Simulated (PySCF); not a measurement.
C₂H₈OSi₂, SMILES O=C[SiH2]C[SiH3], singlet at its GFN2-xTB optimised geometry (Å):

```
13

O      0.9799     1.7708     1.0012
C      1.7743     0.8778     0.8367
Si     1.2849    -0.7759     0.0000
C     -0.5997    -0.7759     0.0000
Si    -1.4564     0.9463     0.0000
H      2.8222     1.0311     1.1701
H      1.9183    -1.8432     0.7832
H      1.8858    -0.7283    -1.3374
H     -0.9621    -1.3210     0.8728
H     -0.9574    -1.3358    -0.8641
H     -1.5950     1.4726     1.3516
H     -2.8222     0.6681    -0.4864
H     -0.8338     1.8432    -0.9680
```

Level of theory: CAM-B3LYP/def2-TZVP in PySCF. Cells within 0.4 Å of a nucleus heavier than hydrogen are left out (blank, or x).

Map of the electrostatic potential (hartree/e), clipped to [-0.08, 0.12] on the plane z = 0.0 Å:

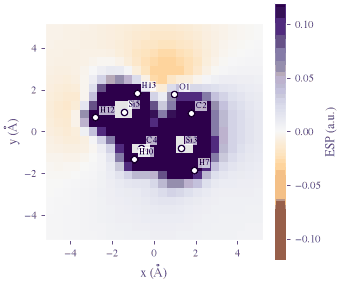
Figure: Electrostatic potential (hartree/e), clipped to [-0.08, 0.12] on the plane z = 0.0 Å.
